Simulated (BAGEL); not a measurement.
# doublet C2H3BOS+ at 3 levels

We compute a comparison of 3 runs (UHF/STO-3G, ROHF/6-31G*, UHF/6-31G*) of doublet C2H3BOS+. 

The calculation is run with BAGEL 1.2.2.

1 further run of the same task is left out (set aside as unsound or not needed).

### Step 1. The system as given

The species is C2H3BOS+ (8 atoms), meant as a doublet with charge +1. As SMILES of the parent species, `BOC#CS`. Geometry: relaxed at PBE0-D4/def2-TZVP. That shape belongs to the parent species and isn't relaxed for this state.

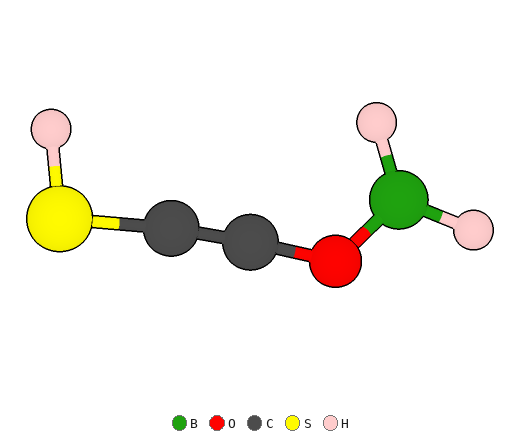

The structure, seen from a chosen angle (boron green, oxygen red, carbon dark grey, sulfur yellow, hydrogen pink).

### Step 2. The energy at UHF/STO-3G (density fitting with qzvpp-jkfit) (run 1)

Input file input.json:

```json
{ "bagel" : [

{
  "title" : "molecule",
  "basis" : "sto-3g",
  "df_basis" : "qzvpp-jkfit",
  "angstrom" : true,
  "geometry" : [
    { "atom" : "B", "xyz" : [    0.382200,    1.938700,    0.432500 ] },
    { "atom" : "O", "xyz" : [    1.034400,    0.847500,   -0.071300 ] },
    { "atom" : "C", "xyz" : [    0.497700,   -0.321200,   -0.242200 ] },
    { "atom" : "C", "xyz" : [    0.050900,   -1.422500,   -0.420400 ] },
    { "atom" : "S", "xyz" : [   -0.440200,   -3.000800,   -0.721700 ] },
    { "atom" : "H", "xyz" : [    1.041900,    2.925700,    0.515200 ] },
    { "atom" : "H", "xyz" : [   -0.764600,    1.844000,    0.748000 ] },
    { "atom" : "H", "xyz" : [   -1.710200,   -2.868500,   -0.295900 ] }
  ]
},
{ "title" : "uhf", "charge" : 1, "nopen" : 1 },
{ "title" : "print", "file" : "orbitals.molden", "orbitals" : true }

]}
```

The run is started by

```console
$ BAGEL_NUM_THREADS=1 BAGEL input.json > input.out
```

What it wrote:

```text
* using 1 threads per process

  ===============================================================
  ===============================================================

  *** Geometry ***

  { "atom" : "B", "xyz" : [      0.722253,      3.663612,      0.817307 ] },
  { "atom" : "O", "xyz" : [      1.954733,      1.601543,     -0.134737 ] },
  { "atom" : "C", "xyz" : [      0.940517,     -0.606980,     -0.457692 ] },
  { "atom" : "C", "xyz" : [      0.096187,     -2.688135,     -0.794441 ] },
  { "atom" : "S", "xyz" : [     -0.831857,     -5.670690,     -1.363815 ] },
  { "atom" : "H", "xyz" : [      1.968906,      5.528772,      0.973587 ] },
  { "atom" : "H", "xyz" : [     -1.444885,      3.484655,      1.413515 ] },
  { "atom" : "H", "xyz" : [     -3.231810,     -5.420679,     -0.559170 ] },

  Number of auxiliary basis functions:      484

  Since a DF basis is specified, we compute 2- and 3-index integrals:
    o Being stored without compression. Storage requirement is 0.004 GB

  Number of basis functions:       32
  Number of electrons      :       44

    * METHOD: MOLECULE                             0.18

  *** Open-shell HF ***

  === Nuclear Repulsion ===
   170.2345374974

      * DIIS with orbital gradients will be used.

  === UHF iteration (sto-3g) ===
      0       -567.60613937          0.02208401           0.05
      1       -567.65878041          0.00607082           0.05
      2       -567.66334734          0.00230280           0.05
      3       -567.66417257          0.00083729           0.05
      4       -567.66465915          0.00059544           0.05
      5       -567.66491283          0.00054398           0.05
      6       -567.66584199          0.00036422           0.05
      7       -567.66634967          0.00014541           0.05
      8       -567.66648972          0.00003640           0.05
      9       -567.66651700          0.00002029           0.05
[... 22 lines of this table left out ...]
     32       -567.66668913          0.00000002           0.05
     33       -567.66668913          0.00000002           0.05
     34       -567.66668913          0.00000001           0.05
     35       -567.66668913          0.00000001           0.05
    * SCF iteration converged.

    * S^2 (UHF) is 0.8476

    * Permanent dipole moment:
           (    1.114719,     1.336443,     0.042467) a.u.

    * METHOD: UHF                                  1.82

    * METHOD: PRINT                                0.00

  ===============================================================
```

Wall time 2.1 s (1 thread of Arm Neoverse V1, shared host); peak memory 0.083 GiB.

### Step 3. A single-point energy at ROHF/6-31G(d) (density fitting with qzvpp-jkfit, spherical functions) (run 2)

Input file input.json:

```json
{ "bagel" : [

{
  "title" : "molecule",
  "basis" : "6-31gs.json",
  "df_basis" : "qzvpp-jkfit",
  "angstrom" : "true",
  "geometry" : [
    { "atom" : "B", "xyz" : [       0.382200,       1.938700,       0.432500 ] },
    { "atom" : "O", "xyz" : [       1.034400,       0.847500,      -0.071300 ] },
    { "atom" : "C", "xyz" : [       0.497700,      -0.321200,      -0.242200 ] },
    { "atom" : "C", "xyz" : [       0.050900,      -1.422500,      -0.420400 ] },
    { "atom" : "S", "xyz" : [      -0.440200,      -3.000800,      -0.721700 ] },
    { "atom" : "H", "xyz" : [       1.041900,       2.925700,       0.515200 ] },
    { "atom" : "H", "xyz" : [      -0.764600,       1.844000,       0.748000 ] },
    { "atom" : "H", "xyz" : [      -1.710200,      -2.868500,      -0.295900 ] }
  ]
},

{ "title" : "rohf", "charge" : 1, "nopen" : 1 },

{ "title" : "print", "file" : "orbitals.molden", "orbitals" : "true" }

]}
```

The basis set 6-31G* is read from a file made from the Basis Set Exchange's data (not shown).

The run is started by

```console
$ BAGEL_NUM_THREADS=1 BAGEL input.json > input.out
```

What it wrote:

```text
* using 1 threads per process

  ===============================================================
  ===============================================================

  *** Geometry ***

  { "atom" : "B", "xyz" : [      0.722253,      3.663612,      0.817307 ] },
  { "atom" : "O", "xyz" : [      1.954733,      1.601543,     -0.134737 ] },
  { "atom" : "C", "xyz" : [      0.940517,     -0.606980,     -0.457692 ] },
  { "atom" : "C", "xyz" : [      0.096187,     -2.688135,     -0.794441 ] },
  { "atom" : "S", "xyz" : [     -0.831857,     -5.670690,     -1.363815 ] },
  { "atom" : "H", "xyz" : [      1.968906,      5.528772,      0.973587 ] },
  { "atom" : "H", "xyz" : [     -1.444885,      3.484655,      1.413515 ] },
  { "atom" : "H", "xyz" : [     -3.231810,     -5.420679,     -0.559170 ] },

  Number of auxiliary basis functions:      484

  Since a DF basis is specified, we compute 2- and 3-index integrals:
    o Being stored without compression. Storage requirement is 0.025 GB

  Number of basis functions:       80
  Number of electrons      :       44

    * METHOD: MOLECULE                             0.25

  *** Open-shell HF ***

  === Nuclear Repulsion ===
   170.2345374974

      * DIIS with orbital gradients will be used.

  === ROHF iteration (6-31gs.json) ===
      0       -574.03246689          0.03103583           0.15
      1       -574.13528342          0.01775332           0.14
      2       -574.15473398          0.01201567           0.15
      3       -574.16983096          0.00131884           0.15
      4       -574.17017238          0.00071938           0.15
      5       -574.17033372          0.00034488           0.15
      6       -574.17045708          0.00029485           0.15
      7       -574.17066847          0.00025103           0.15
      8       -574.17080940          0.00018764           0.15
      9       -574.17091713          0.00013983           0.15
[... 13 lines of this table left out ...]
     23       -574.17106560          0.00000002           0.15
     24       -574.17106561          0.00000002           0.15
     25       -574.17106561          0.00000001           0.14
     26       -574.17106561          0.00000000           0.15
    * SCF iteration converged.

    * S^2 (ROHF) is 0.7500

    * Permanent dipole moment:
           (    0.790027,     0.292587,    -0.156003) a.u.

    * METHOD: ROHF                                 4.14

    * METHOD: PRINT                                0.01

  ===============================================================
```

Wall time 4.8 s (1 thread of Arm Neoverse V1, shared host); peak memory 0.11 GiB.

### Step 4. The energy at UHF/6-31G(d) (density fitting with qzvpp-jkfit, spherical functions) (run 3)

Input file hf.json:

```json
{ "bagel" : [

{
  "title" : "molecule",
  "basis" : "6-31gs.json",
  "df_basis" : "qzvpp-jkfit",
  "angstrom" : "true",
  "geometry" : [
    { "atom" : "B", "xyz" : [       0.382200,       1.938700,       0.432500 ] },
    { "atom" : "O", "xyz" : [       1.034400,       0.847500,      -0.071300 ] },
    { "atom" : "C", "xyz" : [       0.497700,      -0.321200,      -0.242200 ] },
    { "atom" : "C", "xyz" : [       0.050900,      -1.422500,      -0.420400 ] },
    { "atom" : "S", "xyz" : [      -0.440200,      -3.000800,      -0.721700 ] },
    { "atom" : "H", "xyz" : [       1.041900,       2.925700,       0.515200 ] },
    { "atom" : "H", "xyz" : [      -0.764600,       1.844000,       0.748000 ] },
    { "atom" : "H", "xyz" : [      -1.710200,      -2.868500,      -0.295900 ] }
  ]
},

{ "title" : "uhf", "charge" : 1, "nopen" : 1 },

{ "title" : "print", "file" : "orbitals.molden", "orbitals" : "true" }

]}
```

The basis set 6-31G* is read from a file made from the Basis Set Exchange's data (not shown).

The run is started by

```console
$ BAGEL_NUM_THREADS=1 BAGEL hf.json > hf.out
```

What it wrote:

```text
* using 1 threads per process

  ===============================================================
  ===============================================================

  *** Geometry ***

  { "atom" : "B", "xyz" : [      0.722253,      3.663612,      0.817307 ] },
  { "atom" : "O", "xyz" : [      1.954733,      1.601543,     -0.134737 ] },
  { "atom" : "C", "xyz" : [      0.940517,     -0.606980,     -0.457692 ] },
  { "atom" : "C", "xyz" : [      0.096187,     -2.688135,     -0.794441 ] },
  { "atom" : "S", "xyz" : [     -0.831857,     -5.670690,     -1.363815 ] },
  { "atom" : "H", "xyz" : [      1.968906,      5.528772,      0.973587 ] },
  { "atom" : "H", "xyz" : [     -1.444885,      3.484655,      1.413515 ] },
  { "atom" : "H", "xyz" : [     -3.231810,     -5.420679,     -0.559170 ] },

  Number of auxiliary basis functions:      484

  Since a DF basis is specified, we compute 2- and 3-index integrals:
    o Being stored without compression. Storage requirement is 0.025 GB

  Number of basis functions:       80
  Number of electrons      :       44

    * METHOD: MOLECULE                             0.25

  *** Open-shell HF ***

  === Nuclear Repulsion ===
   170.2345374974

      * DIIS with orbital gradients will be used.

  === UHF iteration (6-31gs.json) ===
      0       -574.03246689          0.03103583           0.14
      1       -574.14206704          0.01758117           0.14
      2       -574.16304784          0.01178243           0.14
      3       -574.17726345          0.00118832           0.14
      4       -574.17785007          0.00061725           0.14
      5       -574.17800788          0.00015812           0.14
      6       -574.17809010          0.00012052           0.14
      7       -574.17815024          0.00008703           0.14
      8       -574.17820952          0.00006347           0.14
      9       -574.17826357          0.00003059           0.14
[... 17 lines of this table left out ...]
     27       -574.17831894          0.00000002           0.14
     28       -574.17831894          0.00000002           0.14
     29       -574.17831894          0.00000001           0.14
     30       -574.17831894          0.00000001           0.14
    * SCF iteration converged.

    * S^2 (UHF) is 0.8043

    * Permanent dipole moment:
           (    0.933878,     0.750815,    -0.069040) a.u.

    * METHOD: UHF                                  4.53

    * METHOD: PRINT                                0.01

  ===============================================================
```

Wall time 5.1 s (1 thread of Arm Neoverse V1, shared host); peak memory 0.11 GiB.

### Step 5. The series

| run | level | energy (Eh) | ⟨S²⟩ | wall time |
| --- | --- | --- | --- | --- |
| 1 | UHF/STO-3G (density fitting with qzvpp-jkfit) | -567.666689 | 0.848 | 2.1 s |
| 2 | ROHF/6-31G* (density fitting with qzvpp-jkfit, spherical functions) | -574.171066 | 0.750 | 4.8 s |
| 3 | UHF/6-31G* (density fitting with qzvpp-jkfit, spherical functions) | -574.178319 | 0.804 | 5.1 s |

### Step 6. Results

| quantity | value |
| --- | --- |
| run 3: total energy | -574.17832 Eh |
| run 3: ⟨S²⟩ | 0.804 |

In words: In run 1 the basis is minimal, so the values are rough. All runs together took 12 s, the longest 5.1 s.
